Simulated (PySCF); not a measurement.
## Electronic structure of BFH₂···BH₃ (charge −1, doublet) in real space

```xyz
8

B    -0.0584    0.9511   -0.3362
F     0.4065    0.9839   -1.6718
H     0.7090    1.5057    0.4636
H     1.2624   -1.1859    0.2584
B     0.0497   -0.9752    0.3716
H    -0.6957   -1.5613   -0.4222
H    -0.3753   -0.8333    1.5239
H    -1.2816    1.1299   -0.2398
```

Geometry: BP86-D3(BJ)/ma-def2-SVP.

Method: PySCF, DFT single point, gas phase, functional BP86.

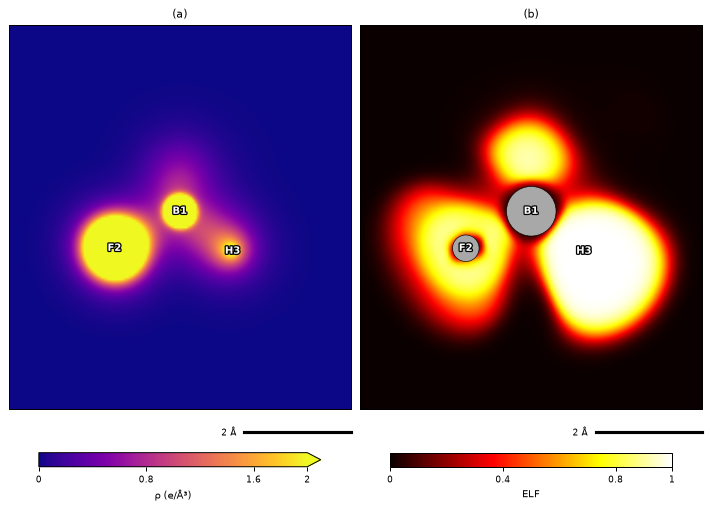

Figure 1. (a) total electron density; (b) ELF on the plane of atoms F2, B1 and H3. Grey discs cover the atomic cores in the ELF map.

Question: What does the map show?

Answer: The plane passes through B, F and H nuclei. B–F (1.41 Å): the density is about 1.7 e/Å³ at the midpoint; the ELF peaks at about 0.85 between the atoms; a shared but strongly polarised pair. B–H (1.24 Å): ρ is about 1.1 e/Å³ halfway; the ELF climbs to about 1 towards the hydrogen, as it does in any bond to H; a covalent bond by its length. The ELF also peaks beside F2, away from the bonds: non-bonding electrons, paired or unpaired.

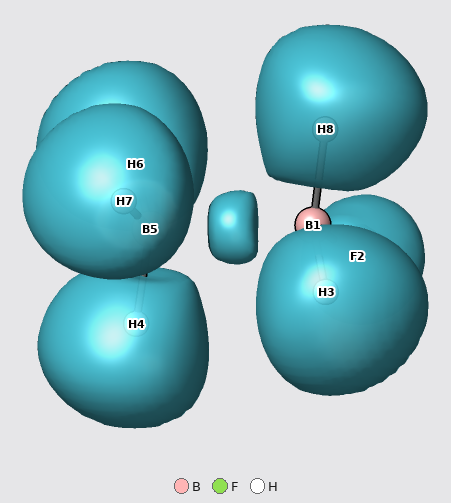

Figure 2. Isosurface of the ELF at 0.75 (cyan), seen from one side. Only the valence region is drawn (cores and ρ < 0.01 e/Å³ removed).

Question: Identify the bonds, lone pairs and shells in this picture.

Answer: The surface consists of five regions around hydrogen nuclei, one region on F in which the atom's valence shell and bonds are merged and one region wrapped around B (its valence shell). Profiles from the grid: B1···B5 (2.06 Å): the ELF peaks at about 0.90 between the atoms.
